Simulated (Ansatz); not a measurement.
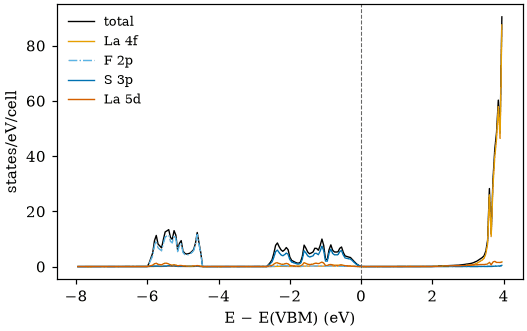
Figure. Total and projected density of states of LaSF in space group P4/nmm (No. 129; La on 2c, S on 2c, F on 2a), the program Ansatz at the r²SCAN level (PAW)

Task: Which orbitals carry the states next to the gap?

Result: Top 1 eV of the valence band: S 3p 81 %, La 5d 9 %. Bottom 1 eV of the conduction band: La 5d 61 %, La 4f 29 %, outside the projected shells 5 %. Projections are on Löwdin-orthogonalised atomic valence shells; empty p or d shells of many metals are not among them.

Task: Where is the tallest occupied peak in this window, and what makes it?

Result: Near -5.4 eV, about 13 states/eV per cell; the largest projected share is F 2p.

The workflow started from a Materials Project entry (that database holds measured and hypothetical structures alike); the Crystallography Open Database files this formula in space group No. 129, but the cells were not matched. Its standing as an ambient phase is unchecked. Symmetry was held in the r²SCAN relaxation; whether a distortion lowers the energy is not shown. Spin–orbit coupling is left out wherever it is not named.

Potentials: the later of the program's two PAW sets.
